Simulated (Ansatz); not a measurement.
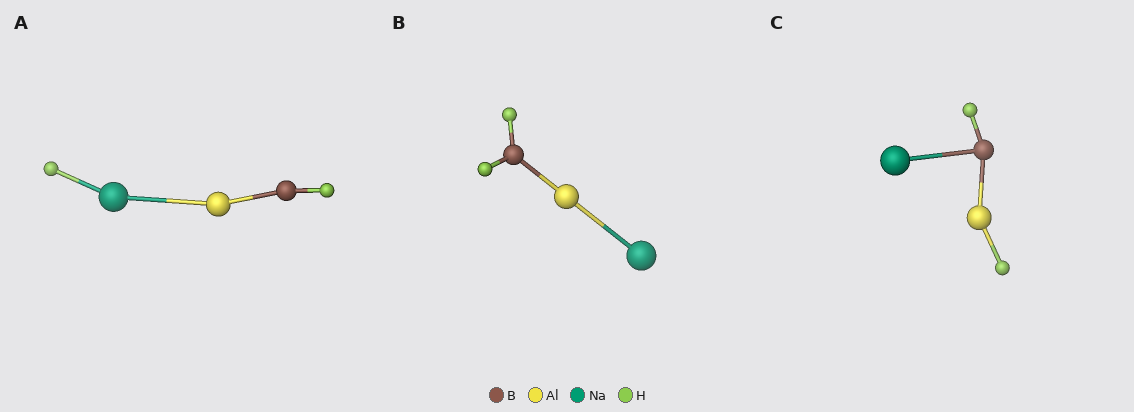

3 stationary structures of one formula. Charge 0, doublet. Geometries: PBE0-D4/def2-TZVP. Electronic energies: UHF-CCSD(T) (frozen core)/def2-TZVPP (Ansatz 0.2.0), without zero-point energy. No frequency run is at hand to confirm each as a minimum.

### Which is lowest in energy, and by how much?

B is lowest; C lies 16.1 kcal/mol above it (Cs), A lies 69.6 kcal/mol above it.

The determinant isn't a pure spin state (⟨S²⟩ up to 1.34).
